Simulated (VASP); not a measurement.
Band structure of PtC (relaxed from the CsCl type structure, space group Pm-3m). All values below come from PBE GGA, VASP's PBE PAW potentials (set 64) (plane waves; VASP).

Unless said otherwise, spin-orbit coupling is left out, though it shifts the bands of the heavy elements here.

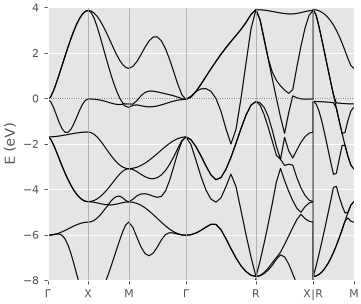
Bands along high-symmetry lines, zero at the valence-band maximum or, without a gap, the Fermi level

Question: Read the plot: is there a gap, and where are the band edges?

Answer: It has no gap at this level: it comes out as a metal or semimetal. (Edges off the drawn lines would not show.)

The structure was generated: PtC was put into the CsCl type type (Pm-3m), which need not be its known phase. It was relaxed first, which changed the volume by +6 %.
